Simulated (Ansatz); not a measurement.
# H2O3 (trioxidane): r2SCAN/cc-pVTZ

What is the energy change on altering one bond length of H2O3 (trioxidane) at r2SCAN/cc-pVTZ? 

The calculation is run with Ansatz 0.2.0.

27 further runs of the same task are left out: 27 set aside as unsound or not needed.

## Step 1: The structure to begin with

H2O3: 5 atoms, total charge 0, spin state singlet. As SMILES, `OOO`. The shape is that of a PBE0-D4/def2-TZVP optimisation. This is a higher conformer, about 11 kJ/mol above the lowest found by a separate search.

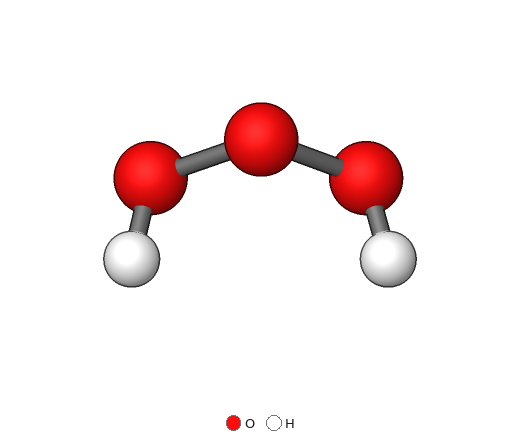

Viewed from a chosen angle; oxygen red, hydrogen white.

## Step 2: A single-point energy at r2SCAN/cc-pVTZ

Contents of molecule.yaml:

```yaml
crystal:
  periodic: [false, false, false]
  atoms:
    - {symbol: O, position_ang: [-0.968320, -0.699970, -0.146130]}
    - {symbol: O, position_ang: [-0.133650, -0.043580, 0.770240]}
    - {symbol: O, position_ang: [1.173090, -0.066850, 0.261080]}
    - {symbol: H, position_ang: [-1.310410, 0.028200, -0.685190]}
    - {symbol: H, position_ang: [1.239280, 0.782200, -0.199990]}
basis:
  gaussian:
    orbitals: cc-pVTZ
hamiltonian:
  xc: {name: r2SCAN}
accuracy: high
output:
  orbitals: {seedname: orbitals}
```

Run with:

```bash
ansatz run molecule.yaml --threads 1 --pin off --max-ram 3480MiB --events-out events.jsonl --progress --plain --runs-dir runs
```

Standard output:

```text
Warning: RAYON_NUM_THREADS=1 ignored (pool sized by the plan → 1); use --threads N
Functional definition: r2SCAN
  name "r2SCAN"
  parameter k0 = 0.174
  parameter k1 = 0.065
  parameter a1 = 4.9479
  exchange = r2scan_x(k0 = k0, k1 = k1, a1 = a1)
  correlation = r2scan_c
2102 factors; integrals over basis functions are off by at most 3.0e-9 eV
mean field evaluation 1: about -6164.6394 eV, gradient 4.8e1 eV
mean field evaluation 2: about -6157.8015 eV, gradient 8.0e1 eV
mean field evaluation 4: about -6168.0780 eV, gradient 3.8e0 eV
mean field evaluation 8: about -6168.1056 eV, gradient 3.5e-2 eV
mean field evaluation 16: about -6168.1056 eV, gradient 4.8e-5 eV
mean field -6168.10560146 eV, -226.6736999616 hartree, gradient 5.9e-8 eV, S^2 0.000000; 0 other end points of the search recorded, 0 dependent functions left out
reference -6168.10560200 eV, -226.6736999813 hartree; 13, 13 occupied and 105, 105 virtual orbitals, 2102 factors
Total energy: -6168.10560200 eV, -226.6736999813 hartree
```

It took 9 s on 1 thread of Arm Neoverse V1, shared host; peak memory 0.32 GiB.

## Step 3: The distorted shape, same level

Contents of run.yaml:

```yaml
crystal:
  periodic: [false, false, false]
  atoms:
    - {symbol: O, position_ang: [-1.021274, -1.379236, 0.222740]}
    - {symbol: O, position_ang: [-0.186604, -0.722846, 1.139110]}
    - {symbol: O, position_ang: [1.120136, -0.746116, 0.629950]}
    - {symbol: H, position_ang: [-1.363364, -0.651066, -0.316320]}
    - {symbol: H, position_ang: [1.239280, 0.782200, -0.199990]}
basis:
  gaussian: {orbitals: cc-pVTZ}
hamiltonian: {xc: r2scan}
accuracy: high
output: {orbitals: {seedname: orbitals}}
```

Run with:

```bash
ansatz run run.yaml --threads 1 --pin off --max-ram 3480MiB --events-out events.jsonl --progress --plain --runs-dir runs
```

Standard output:

```text
Warning: RAYON_NUM_THREADS=1 ignored (pool sized by the plan → 1); use --threads N
[... 7 set-up lines as earlier in the session ...]
2082 factors; integrals over basis functions are off by at most 3.1e-9 eV
mean field evaluation 1: about -6159.9305 eV, gradient 4.9e1 eV
mean field evaluation 2: about -6140.1106 eV, gradient 1.0e2 eV
mean field evaluation 4: about -6164.5362 eV, gradient 1.5e1 eV
mean field evaluation 8: about -6164.9087 eV, gradient 5.1e-1 eV
mean field evaluation 16: about -6164.8996 eV, gradient 3.4e-4 eV
mean field -6164.89963346 eV, -226.5558828107 hartree, gradient 3.4e-8 eV, S^2 0.000000; 0 other end points of the search recorded, 0 dependent functions left out
reference -6164.89963405 eV, -226.5558828321 hartree; 13, 13 occupied and 105, 105 virtual orbitals, 2082 factors
Total energy: -6164.89963405 eV, -226.5558828321 hartree
```

It took 9 s on 1 thread of Arm Neoverse V1, shared host; peak memory 0.31 GiB.

## Step 4: What came out

At r2SCAN/cc-pVTZ:

| quantity | value |
| --- | --- |
| first shape: total energy | -226.67370 Eh |
| first shape: HOMO energy | -6.95 eV |
| first shape: LUMO energy | -0.54 eV |
| first shape: HOMO–LUMO gap | 6.41 eV |
| distorted shape: total energy | -226.55588 Eh |
| distorted shape: HOMO energy | -7.16 eV |
| distorted shape: LUMO energy | -4.54 eV |
| distorted shape: HOMO–LUMO gap | 2.62 eV |
| energy change with the O3–H5 bond stretched from 0.968 to 1.743 Å | 3.206 eV |

**Reading.** One bond (distorted shape) is far stretched, which a spin-restricted single reference describes badly; a broken-symmetry solution may lie lower. With the O3–H5 bond stretched from 0.968 to 1.743 Å the energy rises by 3.21 eV (309 kJ/mol). The first shape isn't relaxed at this level, so the change isn't measured from a minimum. A restricted reference can't describe the breaking bond well at this length.
